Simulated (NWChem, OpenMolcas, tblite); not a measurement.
**SnNH4Cl (SMILES [NH2][SnH2][Cl]): methods side by side**

SnNH4Cl has 7 atoms, charge 0, and is taken as a singlet. As SMILES, `[NH2][SnH2][Cl]`. The shape is that of a PBE0-D4/def2-TZVP optimisation. This is one conformer, not always the lowest.

```xyz
7

N    -0.9728   -0.0201   -0.8352
Sn    0.5623    0.0414    0.4491
Cl    0.8464   -2.1335    1.2510
H    -1.8035    0.4855   -0.5665
H    -0.7564    0.1652   -1.8030
H     0.1728    0.9768    1.8146
H     2.0124    0.4168   -0.3557
```

Each level gives the dipole moment (D). The values are calculated.

```tsv
level	kind	program	value (D)
IPEA1-xTB	semi-empirical	tblite	5.39
HF/def2-SVP (core potential)	Hartree–Fock	NWChem	3.97
SVWN5/def2-SVP (core potential)	LDA	NWChem	3.54
BLYP/def2-SVP (core potential)	GGA	OpenMolcas	3.38
revPBE/def2-SVP (core potential)	GGA	OpenMolcas	3.49
r2SCAN/def2-SVP (core potential)	meta-GGA	OpenMolcas	3.69
PBE0/def2-SVP (core potential)	global hybrid	NWChem	3.68
```

The values span 3.38 to 5.39 D. Magnitudes only.

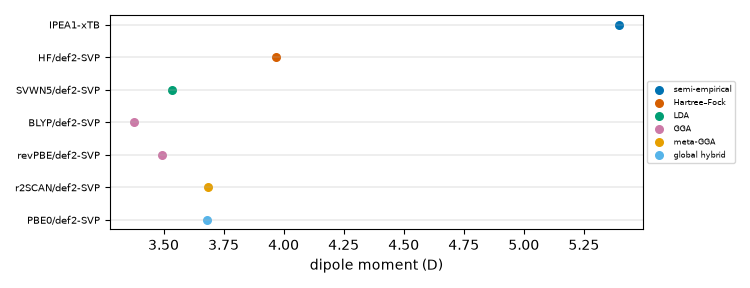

The values of the table, level by level.
